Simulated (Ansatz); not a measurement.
## CH$_{5}$NSi: single-point calculation

The run: single-point calculation of CH$_{5}$NSi. Method and program: RHF-CCSD(T), frozen core/def2-TZVPP (Ansatz 0.2.0).

The geometry is a randomly displaced structure. Figures and captions count atoms from 1; the log counts them from 0 in places.

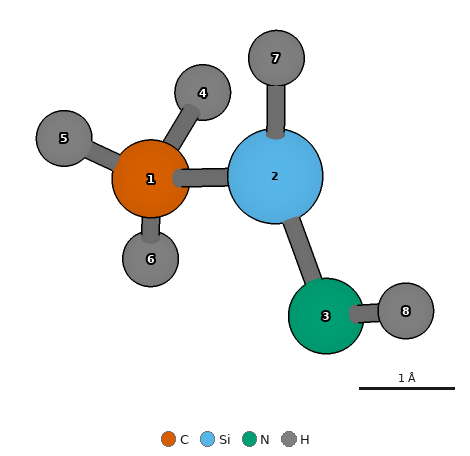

Figure 1. The structure (ball-and-stick view, seen at a tilt; atoms are numbered from 1 in the order of the input).

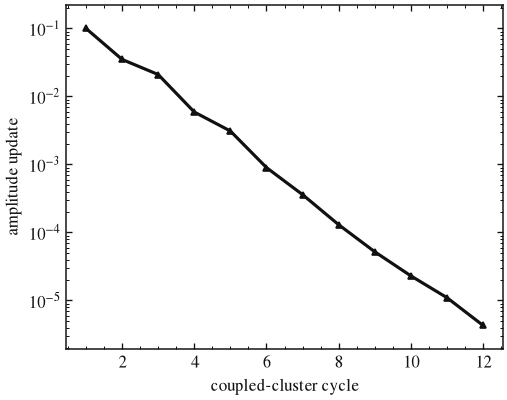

Figure 2. Convergence of the coupled-cluster equations: amplitude update against the coupled-cluster cycle. The residual falls at every step.

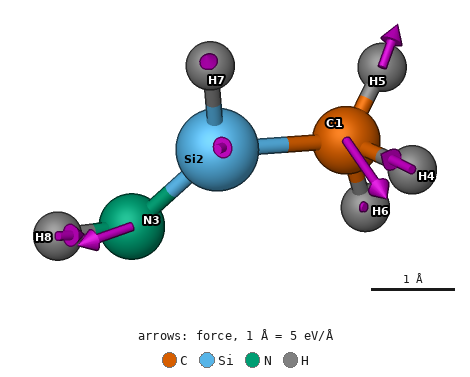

Figure 3. Forces on the atoms as pink arrows (ball-and-stick view, seen at an oblique angle; atoms are numbered from 1 in the order of the input). The largest act on C1 (5.94 eV/Å); N3 (3.95 eV/Å); H4 (3.33 eV/Å); H5 (2.97 eV/Å), among others. The geometry is not a stationary point of this energy.

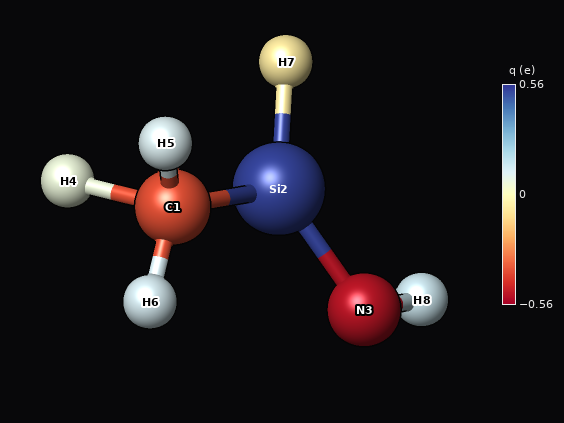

Figure 4. Mulliken charges, as the colour of each atom (ball-and-stick view, seen at a tilt; atoms are numbered from 1 in the order of the input). By element: C −0.38, Si +0.53, N −0.51 and H −0.07 to +0.14 e.

The input that produced these results follows, with the program's output.

Input:
```yaml
crystal:
  periodic: [false, false, false]
  atoms:
    - {symbol: C, position_ang: [-0.650269, 0.843048, -0.384077]}
    - {symbol: Si, position_ang: [0.619928, -0.397948, -0.016309]}
    - {symbol: N, position_ang: [0.157681, -1.333446, 1.187824]}
    - {symbol: H, position_ang: [-0.756282, 0.578506, -1.690699]}
    - {symbol: H, position_ang: [-0.457968, 1.840646, -0.431012]}
    - {symbol: H, position_ang: [-1.667989, 0.604406, -0.093666]}
    - {symbol: H, position_ang: [1.858598, -0.053412, -0.622186]}
    - {symbol: H, position_ang: [0.900926, -2.118181, 1.334705]}
basis:
  gaussian: {orbitals: def2-TZVPP}
correlation: {method: ccsd_t}
output: {forces: true}
```

What the program printed:
```
Functional definition: HF
  name "HF"
  cite "Fock, Z. Phys. 61, 126 (1930) doi:10.1007/BF01340294"
  parent pbe
  exchange = exact_x
  correlation = 0
1001 factors; integrals over basis functions are off by at most 1.1e-3 eV
mean field evaluation 1: about -10447.6112 eV, gradient 4.6e1 eV
mean field evaluation 2: about -10447.6128 eV, gradient 4.6e1 eV
mean field evaluation 4: about -10452.6274 eV, gradient 4.9e0 eV
mean field evaluation 8: about -10452.7181 eV, gradient 4.3e-1 eV
mean field evaluation 16: about -10447.6122 eV, gradient 4.6e1 eV
mean field -10452.72046569 eV, -384.1303920056 hartree, gradient 2.4e-6 eV, S^2 0.000000; 0 other end points of the search recorded, 0 dependent functions left out
7 core orbitals not correlated: weight in the atoms' cores, before any rotation towards them, 1.000 or more for the frozen orbitals, at most 0.000 for the correlated occupied ones
reference -10452.72046569 eV, -384.1303920056 hartree; 9, 9 occupied and 158, 158 virtual orbitals, 1001 factors
second order -14.06491325 eV of doubles, -0.00000000 eV of singles
cycle   1  -14.29030092 eV  change   -2.3e-1 eV  update   1.0e-1
cycle   2  -14.69597094 eV  change   -4.1e-1 eV  update   3.5e-2
cycle   3  -14.82627683 eV  change   -1.3e-1 eV  update   2.1e-2
cycle   4  -14.81734554 eV  change    8.9e-3 eV  update   5.9e-3
cycle   5  -14.81720990 eV  change    1.4e-4 eV  update   3.1e-3
cycle   6  -14.81733902 eV  change   -1.3e-4 eV  update   9.0e-4
cycle   7  -14.81713504 eV  change    2.0e-4 eV  update   3.6e-4
cycle   8  -14.81725147 eV  change   -1.2e-4 eV  update   1.3e-4
cycle   9  -14.81725573 eV  change   -4.3e-6 eV  update   5.2e-5
cycle  10  -14.81723131 eV  change    2.4e-5 eV  update   2.3e-5
cycle  11  -14.81724018 eV  change   -8.9e-6 eV  update   1.1e-5
cycle  12  -14.81724402 eV  change   -3.8e-6 eV  update   4.3e-6
perturbative correction -0.67828561 eV, -0.0249265364 hartree
the calculation of the forces begins
Total energy: -10468.21599532 eV, -384.6998422163 hartree
Atom 0 at    -0.650269     0.843048    -0.384077 Å, force    -1.439442    -3.076084    -4.879047 eV/Å
Atom 1 at     0.619928    -0.397948    -0.016309 Å, force    -1.104066     1.280215     0.652113 eV/Å
Atom 2 at     0.157681    -1.333446     1.187824 Å, force     1.990709    -3.285965     0.898363 eV/Å
Atom 3 at    -0.756282     0.578506    -1.690699 Å, force     0.288340     0.747446     3.228240 eV/Å
Atom 4 at    -0.457968     1.840646    -0.431012 Å, force     0.687123     2.886164     0.200790 eV/Å
Atom 5 at    -1.667989     0.604406    -0.093666 Å, force     0.086951     0.003592     0.509908 eV/Å
Atom 6 at     1.858598    -0.053412    -0.622186 Å, force     1.187515    -0.101710    -0.673631 eV/Å
Atom 7 at     0.900926    -2.118181     1.334705 Å, force    -1.697129     1.546342     0.063264 eV/Å
Dipole moment:     0.266437     0.230056    -0.455647 e Å
```

Summary:

```csv
quantity,value
outcome,converged
total energy,−10468.2160 eV
mean-field energy,−10452.7205 eV
CCSD correlation,−14.8172 eV
(T) correction,−0.6783 eV
T1 diagnostic,0.018
SCF solution under orbital rotations,stable
largest force (length of the vector),5.945 eV/Å
dipole moment,2.77 D
hardware,"2 CPU threads, shared host"
wall time,2 min (CPU time 4 min)
peak memory,2.7 GiB
```
